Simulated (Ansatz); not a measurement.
Fields on a plane of HfO2 (baddeleyite type, space group P2_1/c)

```yaml
crystal:
  lattice:
    - [5.11406, 0.00000, 0.00000]
    - [0.00000, 5.18158, 0.00000]
    - [-0.87114, 0.00000, 5.22313]
  atoms:
    - { symbol: Hf, position: [0.27621, 0.04185, 0.20822] }
    - { symbol: Hf, position: [0.72379, 0.54185, 0.29178] }
    - { symbol: Hf, position: [0.72379, 0.95815, 0.79178] }
    - { symbol: Hf, position: [0.27621, 0.45815, 0.70822] }
    - { symbol: O, position: [0.07006, 0.33377, 0.34402] }
    - { symbol: O, position: [0.92994, 0.83377, 0.15598] }
    - { symbol: O, position: [0.92994, 0.66623, 0.65598] }
    - { symbol: O, position: [0.07006, 0.16623, 0.84402] }
    - { symbol: O, position: [0.44796, 0.75767, 0.47851] }
    - { symbol: O, position: [0.55204, 0.25767, 0.02149] }
    - { symbol: O, position: [0.55204, 0.24233, 0.52149] }
    - { symbol: O, position: [0.44796, 0.74233, 0.97851] }
```

The slice is a (100) plane (indices of the conventional cell) through the point (0.552, 0.258, 0.021) (fractional), spanned by u = [010] and v = [001] in vectors of this cell: u (5.18 Å) and v (5.30 Å, at 90° to u). It covers one period; positions are fractions (u, v).

Atoms on it: O at (0.00, 0.00); O at (0.98, 0.50). Other atoms lie within 1 Å of the plane.

These are r2SCAN (plane waves to 500 eV, PAW, scalar-relativistic; Ansatz, a quantum-chemistry and plane-wave program) values and carry that method's errors. k mesh 5×5×5. Inside the PAW spheres the values are not all-electron values, and peaks at nuclei hang on which shells count as valence. HfO2 is run without spin polarisation. HfO2 was relaxed with its symmetry unable to fall. Spin-orbit coupling is left out, though Hf is heavy.

```tsv
v \ u	0.00	0.13	0.26	0.39	0.52	0.65	0.78	0.91
0.92	0.77	0.77	0.08	0.77	0.82	0.25	0.11	0.83
0.83	0.67	0.35	0.05	0.58	0.50	0.17	0.13	0.45
0.75	0.08	0.04	0.02	0.10	0.07	0.43	0.30	0.06
0.67	0.65	0.24	0.03	0.15	0.15	0.22	0.14	0.53
0.58	0.77	0.73	0.06	0.58	0.77	0.16	0.13	0.82
0.50	x	0.80	0.07	0.75	0.81	0.54	0.30	x
0.42	0.78	0.67	0.06	0.69	0.81	0.54	0.23	0.83
0.33	0.67	0.12	0.23	0.17	0.66	0.30	0.07	0.60
0.25	0.08	0.07	0.49	0.17	0.10	0.05	0.02	0.06
0.17	0.66	0.17	0.28	0.11	0.22	0.06	0.05	0.51
0.08	0.76	0.72	0.06	0.52	0.75	0.26	0.21	0.83
0.00	x	0.80	0.08	0.81	0.80	0.46	0.28	0.78
```

Values: electron localisation function (ELF). Points within 0.4 Å of a nucleus are blanked (x), as the pseudised field means little there.

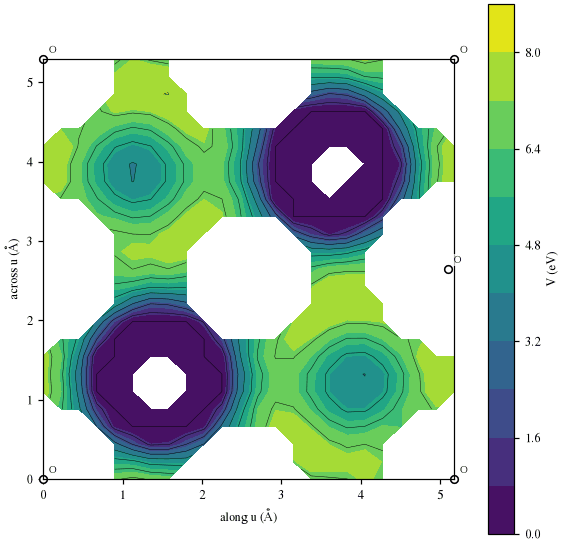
Figure: Electrostatic potential energy of an electron, from the cell's mean, in eV, one period of the plane, atoms marked. Points within 0.9 Å of a nucleus are left white, as the pseudised field means little there. Values under 0 eV are set to 0. The zero, the cell's mean, hangs on the PAW cores.
